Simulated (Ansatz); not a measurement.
**AlRu (Pm-3m): the Drude term of Re ε in the infrared**

Re ε of AlRu (Pm-3m) at low photon energies is read from one computed spectrum; the carriers' damping was typed as γ = 0.05 eV.

Symmetry: Pm-3m, No. 221, cubic system. The conventional cell has a = 2.992 Å, b = 2.992 Å, c = 2.992 Å, α = 90.00°, β = 90.00°, γ = 90.00°. Ru on site b is surrounded by 8 Al at 2.59 Å. Around Al on site a lie 8 Ru at 2.59 Å.

Method: Ansatz 0.2.0, LDA, independent particles, k-mesh 14×14×14 with interpolation inside its cells, Gaussian parameter 0.1 eV.

Launch of the response step: `ansatz run input.yaml --threads 4 --pin off --max-ram 8192MiB --backend cpu --events-out ev --progress --plain --runs-dir out`. The run took 11 s, on 4 threads of Intel(R) Xeon(R) Processor @ 2.70GHz, with other jobs on the host.

```tsv
photon energy E (eV)	wavelength (µm)	Re ε
0.25	4.96	-912.7
0.30	4.13	-652.2
0.35	3.54	-491.9
0.40	3.10	-383.1
0.50	2.48	-246.7
0.60	2.07	-169.2
0.70	1.77	?
```

A Drude term over a constant background gives Re ε = ε_b − ωp²/(E² + γ²), linear in 1/(E² + γ²).

Working, on the rows shown:

| x = 1/(E² + γ²) (eV⁻²) | y = Re ε |
| --- | --- |
| 15.3846 | -912.7 |
| 10.8108 | -652.2 |
| 8 | -491.9 |
| 6.15385 | -383.1 |
| 3.9604 | -246.7 |
| 2.75862 | -169.2 |

Means: x̄ = 7.8447, ȳ = -475.97. Σ(x − x̄)(y − ȳ) = -6426, Σ(x − x̄)² = 109.5. Slope = -6426 / 109.5 = -58.69; intercept = ȳ − slope · x̄ = -15.551. The line misses the rows shown by at most 8.3.

Question: Fill in the last column of the withheld row.

Answer: At x = 2.0305 the line gives y = -134.72. The run gave -121.5, so the extrapolation is off by 13, 1.7 % of the range in the table.

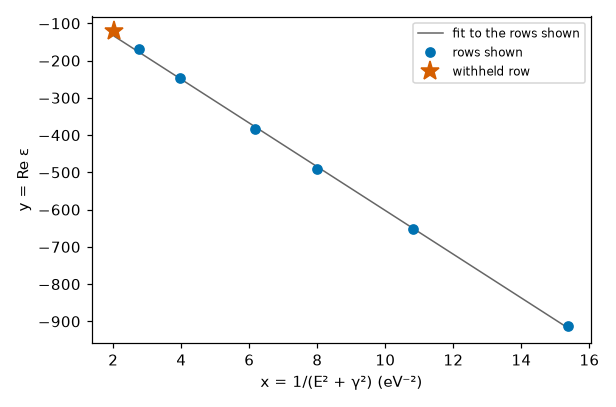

Refitted with all rows, the slope is -59.17 and the intercept -10.325. These give ωp = √(−slope) = 7.69 eV, against 7.77 eV from the program's Fermi-surface sum, and an intercept of -10.3. Taking the program's Drude term off the rows leaves 15 at the lowest energy and 1 at the highest, so the background isn't constant: interband transitions lie in or near the window, and neither fitted number can be trusted. The values come from a sum over the points of one k-mesh and carry its error, which is largest for Fermi-surface quantities. Spin-orbit coupling is left out.

[Logs are printed without paths, hosts, clocks, repeated set-up lines and the standing remarks that a program may print on its own settings, such as how far it seeks lower states.]
